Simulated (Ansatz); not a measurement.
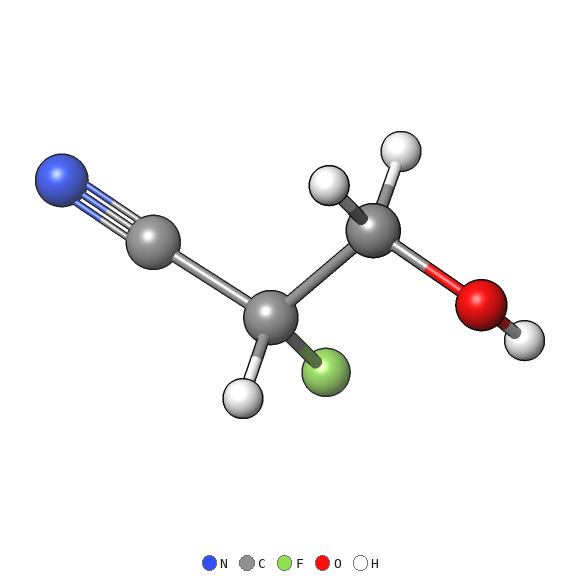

Rendered structure (ball-and-stick style). Multiple sticks mark multiple bonds (one Kekulé form).

Question: Count the atoms of each element.

Answer: C₃H₄FNO, 10 atoms: 3 carbon, 4 hydrogen, 1 fluorine, 1 nitrogen and 1 oxygen.

Question: Write the SMILES.

Answer: N#C[C@@H](F)CO

Question: How many atoms are distinct by symmetry?

Answer: 10: 1 N, 1 C, 1 C, 1 F, 1 C, 1 O, 1 H, 1 H, 1 H, 1 H.

More results for the same structure follow; atom numbers are the same in all pictures, views and colours differ. The geometry was computed by an optimisation with PBE0-D4/def2-TZVP. No frequency run is at hand to confirm it as a minimum.

### Geometry

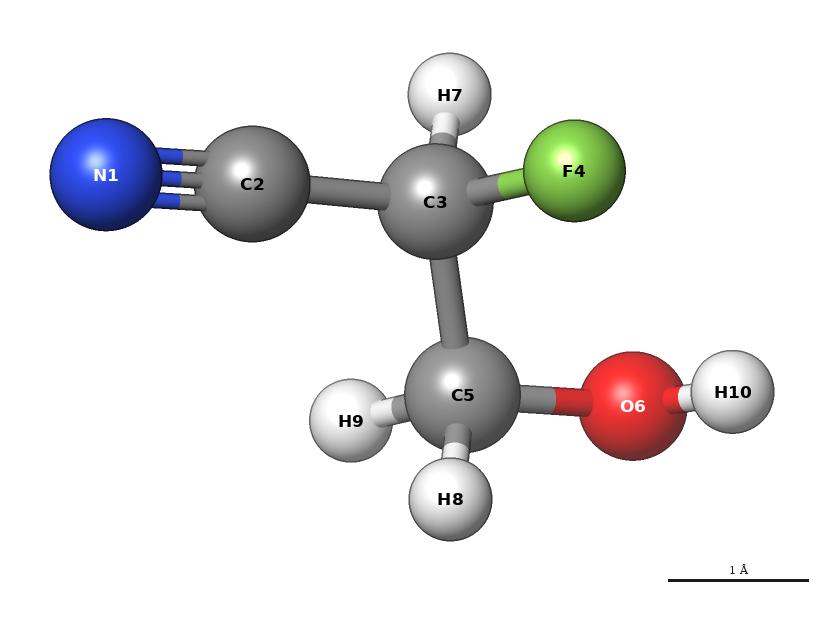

Numbered structure. No frequency run is at hand to confirm it as a minimum.

Question: Describe the coordination of atom 2.

Answer: C2 has 2 neighbours (N1 at 1.15, C3 at 1.46 Å); the arrangement is linear.

Question: What is the geometry at C5?

Answer: C5 has 4 neighbours (C3 at 1.52, O6 at 1.40, H8 at 1.10, H9 at 1.09 Å); the arrangement is tetrahedral.

Question: What is the geometry at C3?

Answer: C3 has 4 neighbours (C2 at 1.46, F4 at 1.38, C5 at 1.52, H7 at 1.09 Å); the arrangement is tetrahedral.

Question: Describe the coordination of atom 6.

Answer: O6 has 2 neighbours (C5 at 1.40, H10 at 0.96 Å); the arrangement is bent.

Question: What is the dihedral angle F4–C3–C5–O6?

Answer: 63° in size, that is gauche.

### Dipole moment

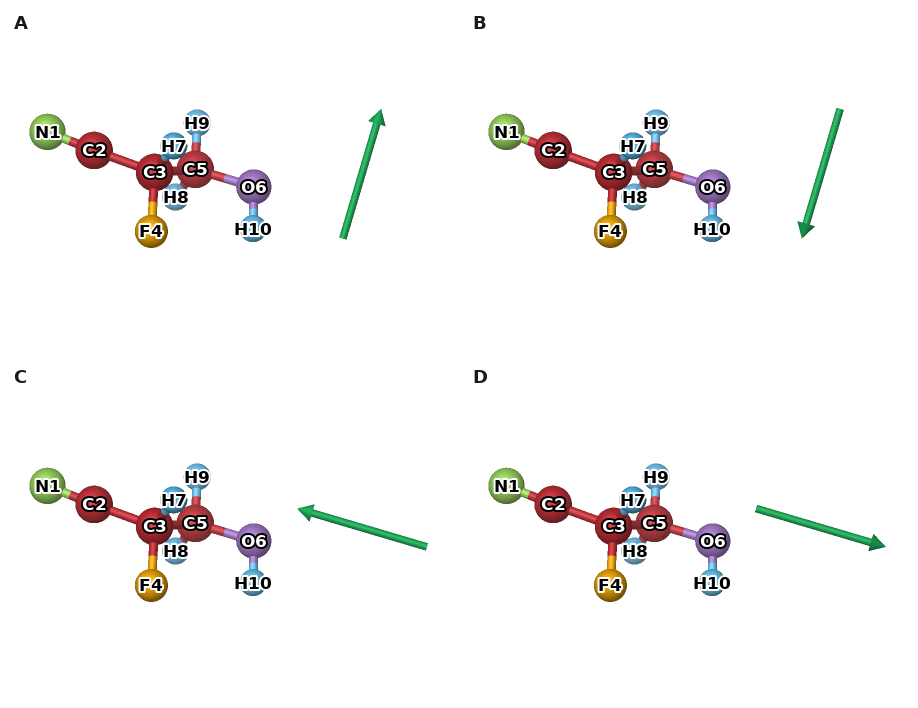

The same molecule four times, each with an arrow. No frequency run is at hand to confirm it as a minimum. Method: RKS PBE-D4/def2-TZVPP (Ansatz 0.2.0).

Question: Which arrow points along the dipole moment, from the negative to the positive end?

Answer: D. The dipole moment is 2.47 D; it points from the side of N1 to the side of H10 (the outermost atoms at the two ends).

### Levels of theory compared

No frequency run is at hand to confirm it as a minimum. Program: Ansatz 0.2.0.

Tabulate HOMO–LUMO gap (eV) at these levels: B3LYP-D4/def2-TZVPP; PBE-D4/def2-TZVPP; PBE0-D4/def2-TZVPP; r2SCAN-D4/def2-TZVPP; ωB97M-V/def2-TZVPP; ωB97X-V/def2-TZVPP.

| level | HOMO–LUMO gap (eV) |
| --- | --- |
| B3LYP-D4/def2-TZVPP | 7.85 |
| PBE-D4/def2-TZVPP | 5.59 |
| PBE0-D4/def2-TZVPP | 8.38 |
| r2SCAN-D4/def2-TZVPP | 6.22 |
| ωB97M-V/def2-TZVPP | 12.94 |
| ωB97X-V/def2-TZVPP | 13.18 |

### Charges

The questions are on Mulliken charges. No frequency run is at hand to confirm it as a minimum. Level of theory: RKS PBE-D4/def2-TZVPP (Ansatz 0.2.0).

List the Mulliken charges.

```tsv
atom	value (e)
N1	0.08
C2	−0.33
C3	0.25
F4	−0.18
C5	0.01
O6	−0.29
H7	0.09
H8	0.09
H9	0.09
H10	0.20
```

Mulliken values depend strongly on the basis set and can even reverse the polarity of a bond.
